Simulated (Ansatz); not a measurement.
Start from AlN in the zinc blende structure (space group F-43m, No. 216; a = 4.403 Å).

The change: a fraction x = 0.667 of the Al sites is given to Ga, ordered in a cell of 6 atoms (starting symmetry P3m1) and fully relaxed.

All numbers come from Ansatz (a program for electronic structure), PBE, PAW, cutoff 420 eV, no SOC.

The zone is the changed cell's own and can be folded.

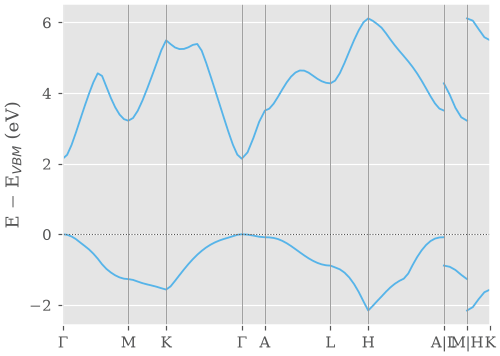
Highest valence and lowest conduction band along the path of the changed cell's own zone

Read the changed gap and its character from the plot.

About 2.1 eV, direct at Γ.

These are small ordered cells, not random alloys; other orderings at the same x differ. Stability against distortions was not tested. This is not the structure that AlN has at room temperature and ambient pressure. Labels are those of the standard path for the cell's own space group.
